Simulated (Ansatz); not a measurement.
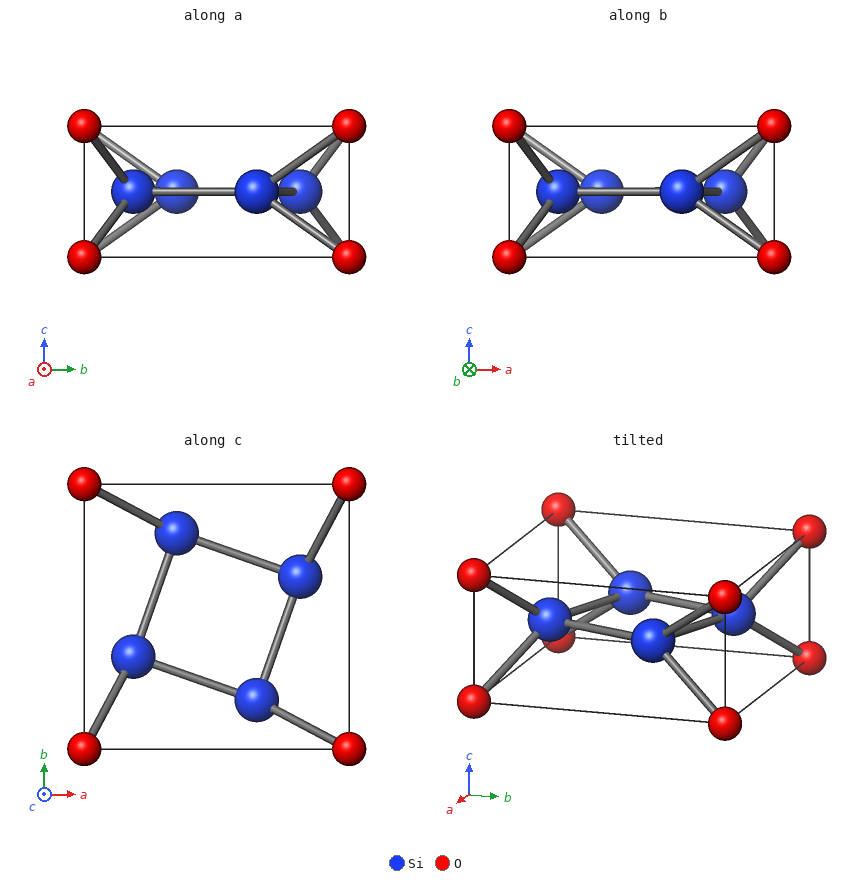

We look at a ball-and-stick model of the crystal along the a axis, along the b axis, along the c axis and slightly off an axis. The conventional unit cell is outlined; an atom on or near a face, edge or corner is repeated at each equivalent position.

Lattice parameters: a = 5.1463 Å, b = 5.1463 Å, c = 2.5473 Å, α = 90.000°, β = 90.000°, γ = 90.000°.

**Convert the drawing into a CIF with its space group and independent sites, with free fractional coordinates to two decimals.**

```cif
data_structure
_symmetry_space_group_name_H-M 'P 4/m'
_symmetry_Int_Tables_number 83
_cell_length_a 5.1463
_cell_length_b 5.1463
_cell_length_c 2.5473
_cell_angle_alpha 90.000
_cell_angle_beta 90.000
_cell_angle_gamma 90.000
_cell_volume 67.46
loop_
_atom_site_label
_atom_site_type_symbol
_atom_site_symmetry_multiplicity
_atom_site_Wyckoff_symbol
_atom_site_fract_x
_atom_site_fract_y
_atom_site_fract_z
_atom_site_occupancy
Si1 Si 4 k 0.19 0.35 0.50 1
O1 O 1 a 0.00 0.00 0.00 1
```

Provenance: a random cell made by a generator, so it need not be a real form of the compound. The geometry is the end of a relaxation with Ansatz, DFT PBE, scalar-relativistic, plane waves, PAW.
